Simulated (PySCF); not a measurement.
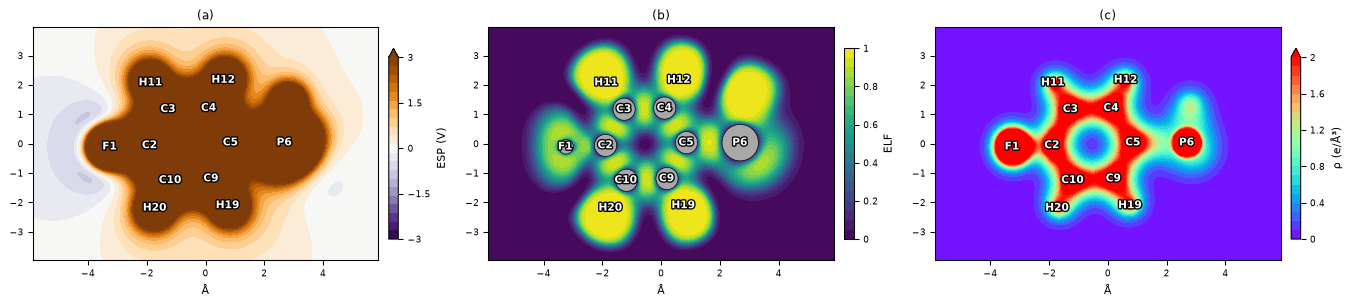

Figure 1: C₇H₁₀FPSi (SMILES Fc1ccc(PC[SiH3])cc1). (a) electrostatic potential; (b) ELF; (c) total electron density on the plane of atoms C5, C4 and H12. Grey discs cover the atomic cores in the ELF map.

Geometry: GFN2-xTB.

Method: PySCF, PBE0/pcSseg-1, SCF density, gas phase, non-relativistic.

Input file:

```
{"job": {"kind": "nmr", "xc": "PBE0", "basis": "pcSseg-1"}, "charge": 0, "multiplicity": 1}
F     -3.551988     1.088064     1.699233
C     -2.568636     0.577151     0.927907
C     -2.052211    -0.667672     1.237065
C     -1.039368    -1.181670     0.448890
C     -0.544439    -0.457917    -0.630073
P      0.775028    -1.104986    -1.719885
C      2.160113     0.022836    -1.217882
Si     2.493359     0.197673     0.653106
C     -1.101127     0.782366    -0.929960
C     -2.110503     1.313055    -0.150337
H     -2.439180    -1.214739     2.082411
H     -0.628185    -2.154641     0.676558
H      1.121778    -2.164482    -0.868963
H      3.047328    -0.359829    -1.729318
H      1.947347     0.997798    -1.664112
H      2.674888    -1.137373     1.227971
H      1.371649     0.880404     1.298783
H      3.719919     0.982161     0.806024
H     -0.735557     1.336152    -1.783550
H     -2.545364     2.276325    -0.366903
```

Launched as:

```sh
OMP_NUM_THREADS=1 python probes_run.py task.json out
```

Interpret the plot.

Atoms in the plane: F, C, P and H.
C–F (1.35 Å): the density is about 2.2 e/Å³ at the midpoint, with its minimum of 1.7 e/Å³ about 0.5 Å from C; the ELF peaks at about 0.85 between the atoms; a shared but strongly polarised pair.
C–C (1.38 Å): the density is about 2.1 e/Å³ at the midpoint; the ELF peaks at about 0.95 between the atoms (localised, covalent bonding).
C–P (1.83 Å): ρ is about 1.1 e/Å³ halfway; the ELF peaks at about 0.95 between the atoms, as expected for localised, covalent bonding.
C–H (1.08 Å): the density is about 2 e/Å³ at the midpoint; the ELF climbs to about 1 towards the hydrogen, as it does in any bond to H: a covalent bond by its length.
The ELF also peaks beside F1, away from the bonds: lone-pair regions.
Outside the dense part of the molecule the potential is most negative (−0.8 V) near F1.
